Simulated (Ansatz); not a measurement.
# SiH₂+ (quartet): correlated methods under varied settings

Aim: run SiH₂+ (quartet) at one geometry under a spread of methods and options, and see what each costs and gives.

Program: Ansatz 0.2.0, Gaussian basis. Level of theory: the settings change from run to run. These are calculated values, not measurements.

24 further runs of the same task are left out: 10 that didn't finish, 14 set aside as unsound or not needed.

### Step 1. The system

The geometry is a PBE0/def2-TZVP stationary point (not a proven minimum) of the parent state, kept for this charge and spin.

3 atoms, charge 1, spin multiplicity 4.

Atoms are counted from 1 here; the program's logs count them from 0.

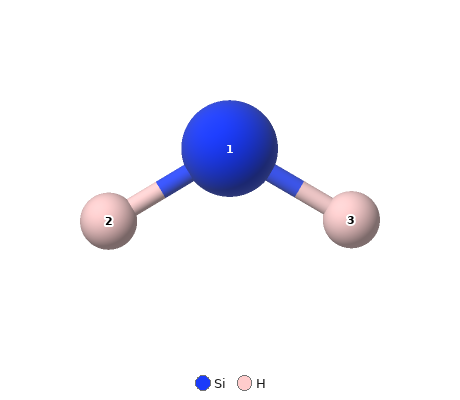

The structure; silicon blue, hydrogen pink; atoms are numbered from 1 in the order of the file.

Geometry (Å):

```xyz
3

Si    0.0000   -0.0507    0.0000
H     0.0000    0.7069   -1.2784
H     0.0000    0.7069    1.2784
```

### Step 2. CCSDT on UHF/cc-pVDZ

Contents of in.yaml:

```yaml
crystal:
  periodic: [false, false, false]
  atoms:
    - {symbol: Si, position_ang: [0.000000, -0.050740, 0.000000]}
    - {symbol: H, position_ang: [0.000000, 0.706913, -1.278374]}
    - {symbol: H, position_ang: [0.000000, 0.706912, 1.278374]}
basis:
  gaussian: {orbitals: cc-pVDZ}
total_charge: 1
magnetization: {spin_polarized: true, initial_magnetization: 3}
correlation: {method: ccsdt, electrons: outside_noble_gas}
```

Started as:

```sh
$ ansatz run in.yaml --threads 1 --pin off --events-out ev --progress --plain --max-ram 2393MiB
```

Log (excerpt; [...] marks lines left out):

```text
Functional definition: HF
  name "HF"
  cite "Fock, Z. Phys. 61, 126 (1930) doi:10.1007/BF01340294"
  parent pbe
[...]
507 factors; integrals over basis functions are off by at most 1.7e-7 eV
[...]
mean field -7879.57710661 eV, -289.5691176986 hartree, gradient 1.8e-6 eV, S^2 3.777440; 2 other end points of the search recorded, 0 dependent functions left out
5 core orbitals not correlated: weight in the atoms' cores, before any rotation towards them, 1.000 or more for the frozen orbitals, at most 0.000 for the correlated occupied ones
reference -7879.57710661 eV, -289.5691176986 hartree; 4, 1 occupied and 19, 22 virtual orbitals, 507 factors
second order -1.44316452 eV of doubles, -0.00000000 eV of singles
cycle   1  -1.80974504 eV  change   -3.7e-1 eV  update   6.2e-2
[...]
cycle  13  -2.10507223 eV  change    4.4e-7 eV  update   2.0e-7
Total energy: -7881.68217883 eV, -289.6464776760 hartree
```

It took 0.81 s on 1 thread of Arm Neoverse V2, shared host.

From the report: ⟨S²⟩ of the determinant 3.777 (pure quartet: 3.75); correlation -2.1051 eV; T1 0.025; largest double amplitude 0.11.

### Step 3. NEVPT2(3,8)/cc-pVDZ

in.yaml, as its differences from that of step 2:

```diff
@@ -9,3 +9,3 @@
 total_charge: 1
-magnetization: {spin_polarized: true, initial_magnetization: 3}
-correlation: {method: ccsdt, electrons: outside_noble_gas}
+magnetization: {spin_polarized: false, initial_magnetization: 3}
+correlation: {method: sc_nevpt2, electrons: outside_noble_gas, active_space: {window: {electrons: 3, orbitals: 8}, states: [{multiplicity: 4, weights: [1, 1]}], root: 0}}
```

Same command.

Log (excerpt; [...] marks lines left out):

```text
Functional definition: HF
  name "HF"
  cite "Fock, Z. Phys. 61, 126 (1930) doi:10.1007/BF01340294"
  parent pbe
[...]
507 factors; integrals over basis functions are off by at most 1.7e-7 eV
[...]
mean field -7879.36381445 eV, -289.5612793565 hartree, gradient 2.0e-6 eV, S^2 3.750000; 4 other end points of the search recorded, 0 dependent functions left out
reference -7879.35559130 eV, -289.5609771613 hartree; 9, 6 occupied and 19, 22 virtual orbitals, 507 factors
state -7879.52808829 eV, -289.5673163085 hartree
state -7875.06600732 eV, -289.4033378575 hartree
state -7879.52808829 eV, -289.5673163085 hartree; corrected -7881.14242593 eV, -289.6266421226 hartree
state -7875.06600732 eV, -289.4033378575 hartree; corrected -7876.73701301 eV, -289.4647461840 hartree
Total energy: -7881.14242593 eV, -289.6266421226 hartree
```

It took 1.4 s on 1 thread of Arm Neoverse V2, shared host.

From the report: 17 determinants; active occupations (of the averaged states) 1.00, 0.99, 0.50, 0.50, 0.00, 0.00, 0.00, 0.00.

### Step 4. CISD/def2-SVPD

Contents of in.yaml:

```yaml
crystal:
  periodic: [false, false, false]
  atoms:
    - {symbol: Si, position_ang: [0.000000, -0.050740, 0.000000]}
    - {symbol: H, position_ang: [0.000000, 0.706913, -1.278374]}
    - {symbol: H, position_ang: [0.000000, 0.706912, 1.278374]}
basis:
  gaussian: {orbitals: def2-SVPD}
total_charge: 1
magnetization: {spin_polarized: false, initial_magnetization: 3}
correlation: {active_space: {ras: {orbitals: [1, 3, 31], electrons: 5, max_holes: 2, max_particles: 2}, fixed_orbitals: true}}
output: {forces: true}
```

Same command.

Log (excerpt; [...] marks lines left out):

```text
Functional definition: HF
  name "HF"
  cite "Fock, Z. Phys. 61, 126 (1930) doi:10.1007/BF01340294"
  parent pbe
[...]
388 factors; integrals over basis functions are off by at most 1.2e-3 eV
[...]
mean field -7876.84812197 eV, -289.4688293631 hartree, gradient 9.3e-7 eV, S^2 3.750000; 4 other end points of the search recorded, 0 dependent functions left out
reference -7876.84812197 eV, -289.4688293631 hartree; 9, 6 occupied and 31, 34 virtual orbitals, 388 factors
state -7879.16902697 eV, -289.5541210487 hartree
[...]
WARN: the results are in doubt because the forces break the atoms' symmetry
Total energy: -7879.16902697 eV, -289.5541210487 hartree
Atom 0 at     0.000000    -0.050740     0.000000 Å, force     0.000000    -4.187274    -0.083969 eV/Å
Atom 1 at     0.000000     0.706913    -1.278374 Å, force    -0.000000     2.068755    -1.481620 eV/Å
Atom 2 at     0.000000     0.706912     1.278374 Å, force    -0.000000     2.118519     1.565589 eV/Å
Dipole moment:     0.000000     0.237328     0.005588 e Å
In doubt: the forces break the atoms' symmetry
```

Wall time 0.99 s (1 thread of Arm Neoverse V2, shared host).

From the report: 7,970 determinants. Mind the lines of doubt at the end of the log.

### Step 5. CASSCF(3,8)/cc-pVDZ

Contents of in.yaml:

```yaml
crystal:
  periodic: [false, false, false]
  atoms:
    - {symbol: Si, position_ang: [0.000000, -0.050740, 0.000000]}
    - {symbol: H, position_ang: [0.000000, 0.706913, -1.278374]}
    - {symbol: H, position_ang: [0.000000, 0.706912, 1.278374]}
basis:
  gaussian: {orbitals: cc-pVDZ}
total_charge: 1
magnetization: {spin_polarized: false, initial_magnetization: 3}
correlation: {active_space: {window: {electrons: 3, orbitals: 8}, states: [{multiplicity: 4, weights: [0.5, 1, 0.5, 1]}]}}
scf: {lower_state_search: light}
output: {forces: true}
```

The command is unchanged.

Log (excerpt; [...] marks lines left out):

```text
Functional definition: HF
  name "HF"
  cite "Fock, Z. Phys. 61, 126 (1930) doi:10.1007/BF01340294"
  parent pbe
[...]
507 factors; integrals over basis functions are off by at most 1.7e-7 eV
[...]
mean field -7879.36381445 eV, -289.5612793565 hartree, gradient 2.0e-6 eV, S^2 3.750000; 4 other end points of the search recorded, 0 dependent functions left out
reference -7879.36381445 eV, -289.5612793565 hartree; 9, 6 occupied and 19, 22 virtual orbitals, 507 factors
state -7879.46317645 eV, -289.5649308424 hartree
state -7875.07835605 eV, -289.4037916650 hartree
state -7873.92692294 eV, -289.3614772788 hartree
state -7872.47358042 eV, -289.3080679261 hartree
[...]
Total energy: -7874.74899539 eV, -289.3916878839 hartree
Atom 0 at     0.000000    -0.050740     0.000000 Å, force    -0.000000    -2.848747    -0.000001 eV/Å
Atom 1 at     0.000000     0.706913    -1.278374 Å, force     0.000000     1.424375    -4.617330 eV/Å
Atom 2 at     0.000000     0.706912     1.278374 Å, force     0.000000     1.424372     4.617331 eV/Å
Dipole moment:    -0.000000     0.035802     0.000000 e Å
```

Run time: 2 s. Hardware: 1 thread of Arm Neoverse V2, shared host.

From the report: 56 determinants; active occupations (of the averaged states) 1.00, 0.67, 0.66, 0.50, 0.17, 0.00, 0.00, 0.00.

### Step 6. BCCD(T) on UHF/def2-mTZVP

Contents of in.yaml:

```yaml
crystal:
  periodic: [false, false, false]
  atoms:
    - {symbol: Si, position_ang: [0.000000, -0.050740, 0.000000]}
    - {symbol: H, position_ang: [0.000000, 0.706913, -1.278374]}
    - {symbol: H, position_ang: [0.000000, 0.706912, 1.278374]}
basis:
  gaussian: {orbitals: def2-mTZVP, fitting: {mean_field: def2-universal-jkfit}}
total_charge: 1
magnetization: {spin_polarized: true, initial_magnetization: 3}
correlation: {method: bccd_t, electrons: all}
output: {forces: true}
```

The command is unchanged.

Log (excerpt; [...] marks lines left out):

```text
Functional definition: HF
  name "HF"
  cite "Fock, Z. Phys. 61, 126 (1930) doi:10.1007/BF01340294"
  parent pbe
[...]
164 factors; integrals over basis functions are off by at most 6.7e-1 eV
[...]
mean field -7879.46600509 eV, -289.5650347930 hartree, gradient 1.1e-6 eV, S^2 3.777978; 2 other end points of the search recorded, 0 dependent functions left out
reference -7879.46600509 eV, -289.5650347930 hartree; 9, 6 occupied and 19, 22 virtual orbitals, 164 factors
second order -2.10071289 eV of doubles, -0.00000000 eV of singles
cycle   1  -2.42980837 eV  change   -3.3e-1 eV  update   5.6e-2
[...]
cycle  12  -2.64008450 eV  change    6.1e-7 eV  update   2.6e-7
perturbative correction -0.05362918 eV, -0.0019708361 hartree
[...]
Total energy: -7882.15971877 eV, -289.6640269451 hartree
Atom 0 at     0.000000    -0.050740     0.000000 Å, force    -0.000000    -4.195545    -0.000001 eV/Å
Atom 1 at     0.000000     0.706913    -1.278374 Å, force    -0.000000     2.097773    -1.566870 eV/Å
Atom 2 at     0.000000     0.706912     1.278374 Å, force     0.000000     2.097772     1.566872 eV/Å
Dipole moment:    -0.000000     0.271952     0.000000 e Å
```

Wall time 1.4 s (1 thread of Arm Neoverse V2, shared host).

From the report: ⟨S²⟩ of the determinant 3.778 (pure quartet: 3.75); correlation -2.6937 eV; largest double amplitude 0.10.

### Step 7. CCSDT/cc-pVDZ

Contents of in.yaml:

```yaml
crystal:
  periodic: [false, false, false]
  atoms:
    - {symbol: Si, position_ang: [0.000000, -0.050740, 0.000000]}
    - {symbol: H, position_ang: [0.000000, 0.706913, -1.278374]}
    - {symbol: H, position_ang: [0.000000, 0.706912, 1.278374]}
basis:
  gaussian: {orbitals: cc-pVDZ}
total_charge: 1
magnetization: {spin_polarized: false, initial_magnetization: 3}
hamiltonian: {xc: {name: PBE0}}
correlation: {method: ccsdt, electrons: all}
```

Launched as before.

Log (excerpt; [...] marks lines left out):

```text
Functional definition: PBE0
  name "PBE0"
  cite "Adamo & Barone, J. Chem. Phys. 110, 6158 (1999) doi:10.1063/1.478522"
  cite "Perdew, Burke & Ernzerhof, Phys. Rev. Lett. 77, 3865 (1996) doi:10.1103/PhysRevLett.77.3865"
  parent pbe
[...]
507 factors; integrals over basis functions are off by at most 1.7e-7 eV
[...]
mean field -7890.86448352 eV, -289.9839211492 hartree, gradient 7.8e-7 eV, S^2 3.750000; 0 other end points of the search recorded, 0 dependent functions left out
[...]
reference -7879.26267449 eV, -289.5575625315 hartree; 9, 6 occupied and 19, 22 virtual orbitals, 507 factors
second order -1.84087461 eV of doubles, -0.18292519 eV of singles
cycle   1  -2.35253509 eV  change   -3.4e-1 eV  update   5.5e-2
[...]
cycle  11  -2.58135891 eV  change    3.4e-7 eV  update   1.1e-6
WARN: these amplitudes may be one of several solutions (largest doubles amplitude 0.11, level shift 0.19 eV)
Total energy: -7881.84403340 eV, -289.6524257216 hartree
```

Run time: 3.2 s. Hardware: 1 thread of Arm Neoverse V2, shared host.

From the report: correlation -2.5814 eV; T1 0.012; largest double amplitude 0.11. The orbitals are Kohn-Sham ones, so correlation energy and T1 don't compare with those on Hartree-Fock orbitals. The report flags that the cluster equations may have other roots.

### Step 8. All runs side by side

Where basis and cores are those of an earlier FCI/cc-pVDZ run (-7881.6842 eV), and the state is the same kind, the miss against it is given. † marks a result that the program doubts.

| level | correlated | functions | energy (eV) | from FCI (meV) | time |
| --- | --- | --- | --- | --- | --- |
| CCSDT on UHF/cc-pVDZ | outside noble gas | 28 | -7881.6822 | 2.0 | 0.81 s |
| NEVPT2(3,8)/cc-pVDZ (lowest root of an average) | outside noble gas | 28 | -7881.1424 |  | 1.4 s |
| CISD/def2-SVPD † | valence | 40 | -7879.1690 |  | 0.99 s |
| CASSCF(3,8)/cc-pVDZ (mean of several states) |  | 28 | -7874.7490 |  | 2 s |
| BCCD(T) on UHF/def2-mTZVP | all | 28 | -7882.1597 |  | 1.4 s |
| CCSDT/cc-pVDZ (on PBE0 orbitals) † | all | 28 | -7881.8440 |  | 3.2 s |

### Step 9. Outcome

| quantity | value |
| --- | --- |
| runs | 6 |
| quickest | CCSDT on UHF/cc-pVDZ, 0.81 s |
| slowest | CCSDT/cc-pVDZ (on PBE0 orbitals) †, 3.2 s |

Total energies in different bases, with other cores or another treatment of relativity can't be set against each other. CCSDT/cc-pVDZ (on PBE0 orbitals) † took 4 times as long as CCSDT on UHF/cc-pVDZ; the jobs differ in more than the method.
